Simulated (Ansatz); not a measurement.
Consider BrH3HfO3···HF.

```xyz
10

Hf    0.2218    0.4078   -0.4960
F    -0.1458   -0.4694    3.4820
O     1.6780   -0.3008   -1.5328
H     2.3510   -0.7123   -2.0419
O    -1.0255    1.3424   -1.6229
H    -1.6756    1.7304   -2.1781
O    -0.6543   -0.9807    0.4901
H    -0.9647   -1.5395    1.1808
Br    1.1585    2.0308    1.3115
H     0.2494    0.2884    3.1839
```

Core potentials replace the inner electrons of Hf.

Computed with RHF/def2-SVP in Ansatz 0.2.0.

What can the converged electron density and electron localisation function tell about the bonding?

Br9···H10 (2.71 Å): the density falls to about 0.06 e/Å³ on the way; the ELF dips to about 0.05 between them: a weak contact between the two molecules.
Hf–O (1.92 Å): the density is about 0.85 e/Å³ at the midpoint; the ELF peaks at about 0.80 in the valence shell of O, 0.6 Å from its nucleus, and drops to about 0.15 between the two atoms.
Hf–Br (2.60 Å): ρ at the midpoint is about 0.43 e/Å³; the ELF peaks at about 0.80 in the valence shell of Br, 1.0 Å from its nucleus, and is about 0.45 at the midpoint.
F–H (0.91 Å): the density is about 4.9 e/Å³ at the midpoint; the ELF climbs to about 1 towards the hydrogen, as it does in any bond to H: an ordinary covalent bond to hydrogen.

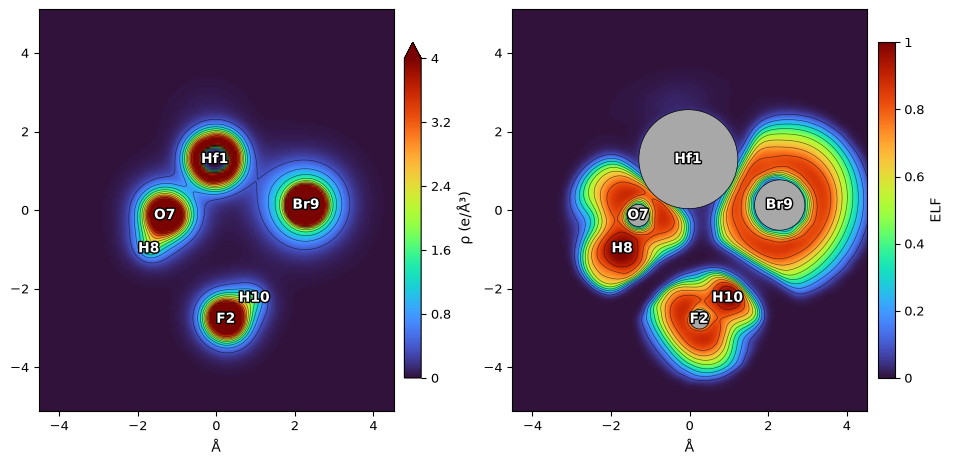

Computed electron density and electron localisation function on the plane of atoms O7, Hf1 and Br9, in this order. Grey discs cover the atomic cores in the ELF map. 
